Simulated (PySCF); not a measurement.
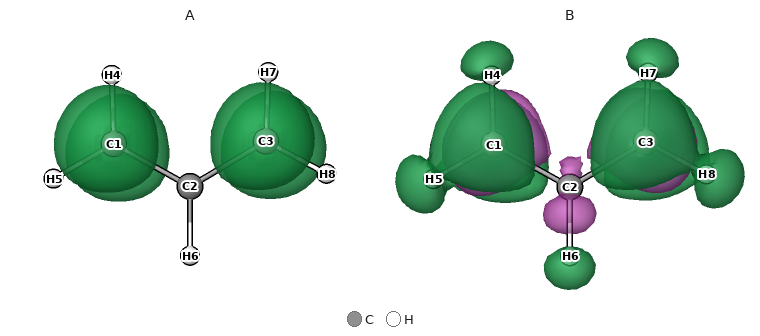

Figure. C₃H₅, charge +1, SMILES `C=C[CH2+]`. The Fukui function f⁺ from two separate SCF calculations and the density of the LUMO, at ±0.03 e/Å³ (green positive, purple negative).

Level of theory: BP86/def2-SVP (PySCF), at a geometry from GFN2-xTB. No frequency check shows the geometry to be a minimum.

Coordinates in Å:

```
C1       1.1966   -0.2062    0.0000
C2       0.0000    0.4769    0.0000
C3      -1.1966   -0.2063    0.0000
H4       1.2310   -1.2913    0.0000
H5       2.1469    0.3170    0.0000
H6      -0.0004    1.5624    0.0000
H7      -1.2309   -1.2913    0.0000
H8      -2.1469    0.3169    0.0000
```

**Which panel is which, and how good is the frozen-orbital picture?**

B is f⁺ (it has negative regions), A the LUMO density. The LUMO lies on C1 and C3 (38 % each) and C2 (9 %); f⁺ (Hirshfeld-condensed) is largest on C1 and C3 (0.26 each); the vertical electron affinity is 8.09 eV (the stability of the neutral species's solution wasn't checked; rough: the basis has no diffuse functions). Relaxation shifts 26 % of the electron between atoms. The orbital energy is −11.54 eV.
